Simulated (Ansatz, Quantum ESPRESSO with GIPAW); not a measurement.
# Solid-state NMR of SiO2 (Quartz) by GIPAW, part 2 of 2

The task is to compute the NMR parameters of SiO2 (Quartz) site by site.

Quantum ESPRESSO with GIPAW; PBE.

So far. Step 3 (GIPAW: job nmr): In this run the largest span is that of O (site symmetry 1), with principal values 177.4, 184.1 and 253.0 ppm.

## (4) Field gradients

Level of this step: DFT, PBE, plane-wave PAW, default files, scalar-relativistic, field gradients (Ansatz).

17O has a quadrupole moment, which couples to the field gradient and broadens the lines. The gradient is a property of the ground-state density and needs no response; it is taken from a second code that counts the whole PAW charge. C_Q = eQV_zz/h, with Q = -0.02558 barn for 17O.

This step: DFT, PBE, plane-wave PAW, default files (PAW set soft_2), scalar-relativistic, field gradients (Ansatz 0.2.0), on the same atoms.

File input.yaml:

```yaml
crystal:
  lattice:
    - [4.9158, 0.0, 0.0]
    - [-2.4579, 4.2572076799, 0.0]
    - [0.0, 0.0, 5.4091]
  atoms:
    - { symbol: Si, position: [0.4657993248, 0.4657993248, 0.0] }
    - { symbol: Si, position: [0.0, 0.5342006752, 0.6666666667] }
    - { symbol: Si, position: [0.5342006752, 0.0, 0.3333333333] }
    - { symbol: O, position: [0.8641448432, 0.2742436234, 0.4461184821] }
    - { symbol: O, position: [0.7257563766, 0.5899012198, 0.7794518154] }
    - { symbol: O, position: [0.4100987802, 0.1358551568, 0.1127851487] }
    - { symbol: O, position: [0.2742436234, 0.8641448432, 0.5538815179] }
    - { symbol: O, position: [0.5899012198, 0.7257563766, 0.2205481846] }
    - { symbol: O, position: [0.1358551568, 0.4100987802, 0.8872148513] }
kpoints:
  mp_grid: { grid: [4, 4, 3] }
scf:
  occupations: { method: fixed }
hamiltonian:
  xc: pbe
output:
  forces: false
  stress: false
  efg: { quadrupole_moments_barn: { O: -0.02558 } }
  write_density: true
  write_potential: true
  elf: true
  volumetric_format: npy
```

The run is started by

```bash
> ansatz run input.yaml --threads 8 --pin off --max-ram 16384MiB --backend cpu --events-out ev --progress --plain --runs-dir out
```

Log:

```text
[... set-up, SCF cycles and energies left out ...]
--- PAW observables at the nuclei: V_zz in 10²¹ V/m², potentials from the cell's mean, atoms counted from 1 ---
  atom   1  Si V_zz =    +0.662509   η = 0.6068   by run symmetry: allowed
  atom   2  Si V_zz =    +0.662509   η = 0.6068   by run symmetry: allowed
  atom   3  Si V_zz =    +0.662509   η = 0.6068   by run symmetry: allowed
  atom   4  O  V_zz =    +9.352416   η = 0.2493   by run symmetry: allowed   C_q = -5.7847 MHz
  atom   5  O  V_zz =    +9.352416   η = 0.2493   by run symmetry: allowed   C_q = -5.7847 MHz
  atom   6  O  V_zz =    +9.352416   η = 0.2493   by run symmetry: allowed   C_q = -5.7847 MHz
  atom   7  O  V_zz =    +9.352416   η = 0.2493   by run symmetry: allowed   C_q = -5.7847 MHz
  atom   8  O  V_zz =    +9.352416   η = 0.2493   by run symmetry: allowed   C_q = -5.7847 MHz
  atom   9  O  V_zz =    +9.352416   η = 0.2493   by run symmetry: allowed   C_q = -5.7847 MHz
--- Band table (eV; the first three rows and the last of 9) ---
  k-point 0: bands = ["-16.7543", "-15.2476", "-15.2476", "-14.6063", "-14.6063", "-14.5975", "-5.5329", "-5.5329", "-2.7733", "-2.7408", "-2.5458", "-2.5458", "-0.3279", "-0.3279", "-0.0693", "0.1681", "1.1621", "1.1621", "1.2023", "1.5273", "1.5273", "1.7282", "2.2719", "2.2719", "8.3935", "11.7552", "11.7552", "12.3362", "12.3362", "13.5241", "14.0541", "14.7527", "14.8446"]
  k-point 1: bands = ["-16.5408", "-15.9689", "-14.7179", "-14.6132", "-14.6039", "-14.5883", "-6.4586", "-4.1842", "-3.1475", "-2.8790", "-2.8515", "-2.0796", "-0.3593", "-0.0399", "0.0215", "0.4520", "0.7578", "0.8846", "1.0114", "1.1491", "1.3764", "2.0107", "2.4216", "2.4226", "9.4114", "11.2882", "11.7009", "11.7189", "12.8528", "12.9852", "13.8198", "14.2387", "14.3272"]
  k-point 2: bands = ["-16.5760", "-15.4442", "-15.2271", "-14.6652", "-14.6338", "-14.5982", "-5.6128", "-5.1680", "-2.8630", "-2.7901", "-2.6967", "-2.2540", "-0.5231", "-0.2089", "-0.0353", "0.4161", "0.6247", "1.0627", "1.1382", "1.4612", "1.5558", "1.7016", "2.3226", "2.4057", "9.2924", "11.7595", "11.8154", "12.3255", "12.5814", "13.3346", "13.6218", "14.3524", "14.7272"]
  k-point 8: bands = ["-16.2072", "-15.7861", "-15.2688", "-14.6922", "-14.6677", "-14.6287", "-5.5704", "-4.5348", "-3.7634", "-2.6507", "-2.3513", "-2.2172", "-0.6111", "-0.3573", "-0.0008", "0.4061", "0.6850", "0.8642", "1.3008", "1.4638", "1.6445", "1.8101", "2.0992", "2.3029", "10.9150", "11.7597", "12.0239", "12.4803", "12.6400", "12.9983", "13.1895", "13.7445", "14.1094"]

[the lines on potentials at the nuclei are left out]
```

Wall time 0.67 s (8 threads of Arm Neoverse V2, shared host); peak memory 0.43 GiB; 3.5 s of CPU time.

gipaw.x (job efg) gives them too, in 1.2 s; on PAW files it lacks the augmentation charge of neighbouring atoms. V_zz in 10²¹ V/m²:

```csv
site,Ansatz,gipaw.x,"η_Q, first","η_Q, second"
Si,0.663,0.645,0.61,0.69
O,9.352,8.958,0.25,0.26
```

Gradients over 0.05 agree within 5 %.

Among nuclei of half-integer spin the second-order effect is largest for 17O on O (spin 5/2, C_Q -5.78 MHz): at 9.4 T it moves the centre of gravity of the MAS line by -70 ppm from δ_iso, and by a quarter of that at twice the field, by δ_Q = −(3/40)(C_Q/ν0)²(1 + η²/3)[I(I+1) − 3/4]/[I²(2I−1)²] × 10⁶ ppm with ν0 = 54.3 MHz.

## (5) Sites, surroundings and shifts

Covalently bonded atoms count as neighbours within 1.18 times the sum of their radii. Otherwise a cation's neighbours lie within 1.2 times its shortest bond (1.3 for large cations, each anion's radius taken off where they differ), and an anion's are the cations that count it.

```csv
site,atom no.,atoms in cell,surroundings,bonds (Å),σ_iso (ppm),C_Q (MHz),η_Q
Si,1,3,"SiO4, Q4",1.62 to 1.63,428.4,-,-
O,4,6,"bridging Si-O-Si, 141°",1.62 to 1.63,204.8,-5.78,0.25
```

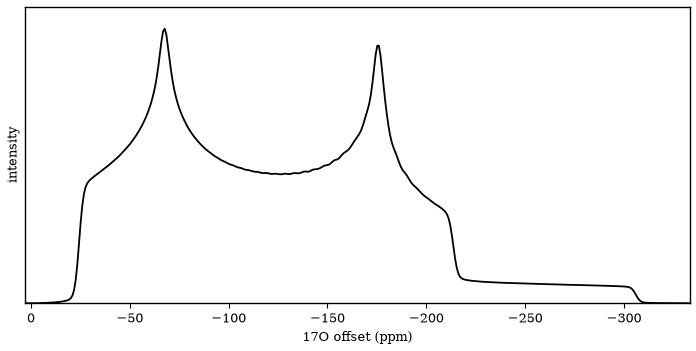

Simulated spectrum: 17O fast MAS, 7.05 T (40.7 MHz), central transition to second order, lines broadened by 4.0 ppm; the axis counts ppm from the isotropic position of O, as −Δσ; rigid lattice, with dipolar and J couplings and satellite transitions left out. Most prominent maxima (ppm: height): -68: 1.00, -175: 0.94.

## (6) What the settings change

Each row names what was changed: the structure as given shows what the relaxation did; another functional shows how far the paramagnetic term hangs on the exchange-correlation form; another cutoff tests the basis; another mesh tests the sampling of the zone.

Changes of σ_iso (ppm) against the run above (PBE, cutoffs 55 and 330 Ry, mesh 3×3×3, 16 min). Times are CPU times of pw.x and gipaw.x together, on 8 MPI ranks of Arm Neoverse V2, shared host; on a shared host they are rough. A run is marked as doubtful where the f-sum miss passes 0.015 electrons, or that much for each three atoms in larger cells (with Tl, Pb, Hg, Bi or Sn a third of that, or a mesh spacing over 0.26 Å⁻¹), or where the susceptibility is unphysically large.

```csv
run,CPU time,f-sum miss,Si,O
structure as given,18 min,0.0077,+3.5,+5.3
LDA,14 min,0.0092,-17.5,-14.7
cutoffs 40 and 330 Ry (marked),9.4 min,0.045,-0.0,-0.4
mesh 2×2×2 (marked),9.4 min,0.085,+0.3,-15.1
```

The largest move is -17.5 ppm, on Si, from LDA.

## (7) Summary of results

| Property | Result |
| --- | --- |
| 29Si shielding without shape term | 428.4 ppm |
| 17O shielding without shape term | 204.8 ppm |
| 17O size of C_Q | 5.78 MHz |

What this shows: 29Si has one site (SiO4, Q4), with isotropic shielding 428.4 ppm (shape term left out). A shift needs a reference, δ = σ_ref − σ, fixed on measured compounds; for 29Si of this kind at this level too few were at hand, or they scattered too widely about a line, so none is given. A finer mesh and a higher cutoff were not carried through on these files. The largest change with the functional is 17.5 ppm in absolute shielding; part of that drops out once each functional has its own reference line. In PBE checks against another PAW code, field gradients made this way came out 2 to 6 % larger on O (three silicas and corundum) and 10 % smaller on Al (corundum alone). This build of gipaw.x prints that it is not audited and that its numbers are no references by themselves. It also reports spline_ps as false although the input sets it; why was not traced. pw.x warned of eigenvalues not converged in some cycles of 2 ground-state runs, which then met the threshold.

[Banner, clock, file and message-heading lines were taken out of the pw.x and gipaw.x logs.]

[Logs are printed without paths, hosts, clocks, repeated set-up lines and the standing remarks that a program may print on its own settings, such as how far it seeks lower states.]

[Hosts, paths, dates, database ids (printed as entryN), source tags and the programs' standing remarks are cut or masked in the printed files.]

[Where no reference line passes its bar on scatter, no shift is given, so a measured shift of this compound may stand uncompared.]
